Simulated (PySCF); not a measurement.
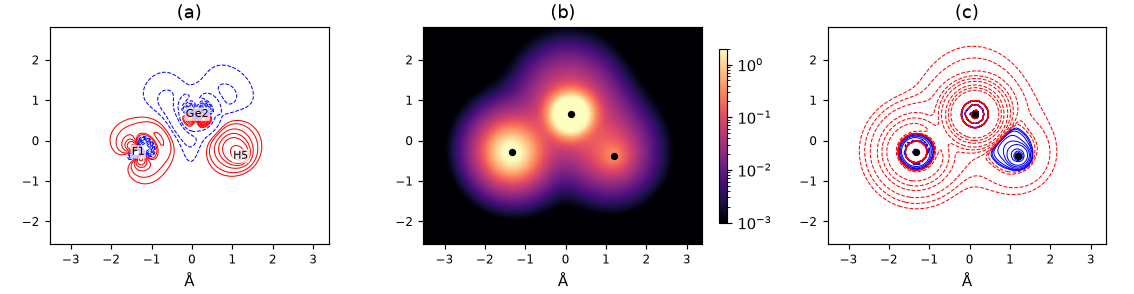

*FGeH₃, SMILES `F[GeH3]`. Three fields in the plane of F1, Ge2 and H5. (a): solid red lines positive, dashed blue lines negative. (c): solid blue lines positive, dashed red lines negative.*

PySCF calculation, ωB97X/def2-TZVP, gas phase; geometry: GFN2-xTB. No frequency check shows the geometry to be a minimum. GFN2-xTB bond lengths at metals and heavier atoms can be off by up to 0.1 Å and shapes distorted, which carries into these values.

> The panels show, in some order, the negative Laplacian of the density (−∇²ρ), electron density and deformation density. Which is which?

(a) is the deformation density: it has both signs, with gains where valence electrons gather and losses around them. (b) is the electron density: it is positive everywhere and peaks at the nuclei. (c) is the negative Laplacian of the density (−∇²ρ): shells alternate in sign around each nucleus and valence concentrations outline the bonding and non-bonding pairs.
